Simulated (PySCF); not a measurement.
# One shape, several levels: triplet GeSiH4O

Wanted: a comparison of 6 runs (U-wB97M-V/def2-SVP, U-wB97X/def2-SVP, UB3LYP/def2-SVP, UBHLYP/def2-SVP, UM06-2X/def2-SVP, UM06-L/def2-SVP) of triplet GeSiH4O. The job is set up through a Python script.

The results are computed with PySCF 2.14.0.

1 further run of the same task is left out (set aside as unsound or not needed).

### Step 1. The structure to begin with

The species is GeSiH4O (7 atoms), meant as a triplet with charge 0. As SMILES of the parent species, `[SiH3][O][GeH]`. The shape is that of a PBE0-D4/def2-TZVP optimisation. This is one conformer, not always the lowest. That shape belongs to the parent species and isn't relaxed for this state.

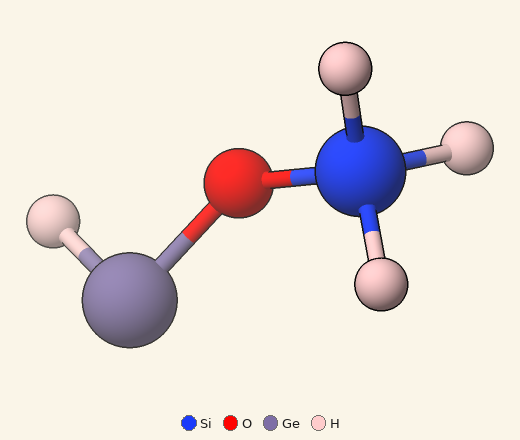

Viewed from a chosen angle; silicon blue, oxygen red, germanium purple, hydrogen pink.

### Step 2. The energy at U-wB97M-V/def2-SVP (run 1)

calc.py

```python
from pyscf import gto, dft

mol = gto.M(
    atom='''
Si      -0.741700       0.650900      -0.296500
O        0.533500      -0.139300       0.373700
Ge       1.261400      -1.756200       0.134200
H       -1.409200      -0.197600      -1.323800
H       -0.260900       1.901300      -0.937500
H       -1.722500       0.988100       0.766400
H        2.400800      -1.515100       1.238000
''',
    max_memory=1860,
    basis='def2-svp',
    spin=2,
    verbose=3,
)

mf = dft.UKS(mol, xc='wb97m-v')
mf.conv_tol = 1e-10
mf.nlcgrids.level = 1
mf.grids.level = 5
mf.kernel()
if not mf.converged:
    mf = mf.newton().run(mf.mo_coeff, mf.mo_occ)

e_tot = mf.e_tot
print(f'total energy: {e_tot:.8f} hartree')
```

Run with:

```
$ OMP_NUM_THREADS=1 python calc.py
```

The log of the run:

```text
WARN: HOMO -0.0793547869891267 >= LUMO -0.240248902156555

converged SCF energy = -2443.48588533374  <S^2> = 2.0050395  2S+1 = 3.0033578
total energy: -2443.48588533 hartree
```

Run time: 2.2 min. Hardware: 1 thread of Arm Neoverse V1, shared host; peak memory 0.5 GiB.

### Step 3. The energy at U-wB97X/def2-SVP (run 2)

job.py

```python
from pyscf import gto, dft

molecule = gto.Mole()
molecule.atom = '''
Si  -0.741700   0.650900  -0.296500
O    0.533500  -0.139300   0.373700
Ge   1.261400  -1.756200   0.134200
H   -1.409200  -0.197600  -1.323800
H   -0.260900   1.901300  -0.937500
H   -1.722500   0.988100   0.766400
H    2.400800  -1.515100   1.238000
'''
molecule.spin = 2
molecule.verbose = 4
molecule.basis = 'def2-svp'
molecule.max_memory = 1860
molecule.charge = 0
molecule.build()

ks = dft.UKS(molecule, xc='wb97x')
ks.conv_tol = 1e-10
ks.grids.level = 5
ks.kernel()
if not ks.converged:
    ks = ks.newton().run(ks.mo_coeff, ks.mo_occ)

etot = ks.e_tot
print('Final energy', etot)
```

Run with:

```
$ OMP_NUM_THREADS=1 python job.py
```

The log of the run:

```text
PySCF version 2.14.0

[... 55 lines left out ...]
WARN: HOMO -0.0797811125646732 >= LUMO -0.244640876301457
[... 58 lines left out ...]
converged SCF energy = -2443.66359930362  <S^2> = 2.0068107  2S+1 = 3.004537
Final energy -2443.6635993036166
```

Wall time 47 s (1 thread of Arm Neoverse V1, shared host); peak memory 0.46 GiB.

Runs 3 to 5 aren't shown in full; the table further down has their settings and results.

### Step 4. A single-point energy at UM06-L/def2-SVP (run 6)

job.py

```python
from pyscf import gto, dft

mol = gto.M(
    atom=[
    ('Si', (-0.741700, 0.650900, -0.296500)),
    ('O', (0.533500, -0.139300, 0.373700)),
    ('Ge', (1.261400, -1.756200, 0.134200)),
    ('H', (-1.409200, -0.197600, -1.323800)),
    ('H', (-0.260900, 1.901300, -0.937500)),
    ('H', (-1.722500, 0.988100, 0.766400)),
    ('H', (2.400800, -1.515100, 1.238000)),
],
    basis='def2-svp',
    max_memory=1860,
    verbose=3,
    spin=2,
)

mf = dft.UKS(mol, xc='m06-l')
mf.conv_tol = 1e-10
mf.grids.level = 5
mf.kernel()
if not mf.converged:
    mf = mf.newton().run(mf.mo_coeff, mf.mo_occ)

e_tot = mf.e_tot
print('E = %.10f Eh' % e_tot)
```

Run with:

```
$ OMP_NUM_THREADS=1 python job.py
```

The log of the run:

```text
WARN: HOMO -0.116108828324805 >= LUMO -0.239060295351444

WARN: HOMO -0.050442907769837 >= LUMO -0.0933712959821751

WARN: HOMO -0.134129198778478 >= LUMO -0.204880998137948

WARN: HOMO -0.137495673600462 >= LUMO -0.207866422139729

WARN: HOMO -0.142729479732564 >= LUMO -0.208918075352797

WARN: HOMO -0.140410811720654 >= LUMO -0.205829834933696

WARN: HOMO -0.141129746261363 >= LUMO -0.206715028202761

WARN: HOMO -0.141002924692541 >= LUMO -0.206622117945812

WARN: HOMO -0.141006987454334 >= LUMO -0.206578278947236

WARN: HOMO -0.141001960375541 >= LUMO -0.206566554799884

WARN: HOMO -0.141005004227964 >= LUMO -0.206572347820431

WARN: HOMO -0.141002954248668 >= LUMO -0.206569841642128

WARN: HOMO -0.141003435846386 >= LUMO -0.206569894912579

WARN: HOMO -0.141003424076997 >= LUMO -0.206570051589747

converged SCF energy = -2443.58267309545  <S^2> = 2.0039013  2S+1 = 3.0025997
E = -2443.5826730955 Eh
```

Wall time 73 s (1 thread of Arm Neoverse V1, shared host); peak memory 0.5 GiB.

### Step 5. The series

| run | level | nlc grid | energy (Eh) | dipole moment (D) | HOMO energy (eV) | LUMO energy (eV) | wall time |
| --- | --- | --- | --- | --- | --- | --- | --- |
| 1 | U-wB97M-V/def2-SVP | 1 | -2443.485885 | 1.15 | -6.80 | -2.59 | 2.2 min |
| 2 | U-wB97X/def2-SVP | – | -2443.663599 | 0.92 | -6.94 | -3.00 | 47 s |
| 3 | UB3LYP/def2-SVP | – | -2443.725424 | 0.92 | -4.53 | – | 36 s |
| 4 | UBHLYP/def2-SVP | – | -2443.598976 | 1.25 | -5.75 | -3.67 | 35 s |
| 5 | UM06-2X/def2-SVP | – | -2443.616374 | 1.28 | -5.89 | -3.90 | 73 s |
| 6 | UM06-L/def2-SVP | – | -2443.582673 | 0.74 | -3.84 | – | 73 s |

### Step 6. Results

```
                                 quantity           value
                      run 6: total energy  -2443.58267 Eh
                     run 6: dipole moment          0.74 D
run 6: HOMO energy (highest over α and β)        -3.84 eV
                              run 6: ⟨S²⟩           2.004
```

**Reading.** The dipole moment (its size) runs from 0.74 D (UM06-L/def2-SVP) to 1.28 D (UM06-2X/def2-SVP). Totals of different functionals can't be ranked against each other. All runs together took 6.5 min, the longest 2.2 min.
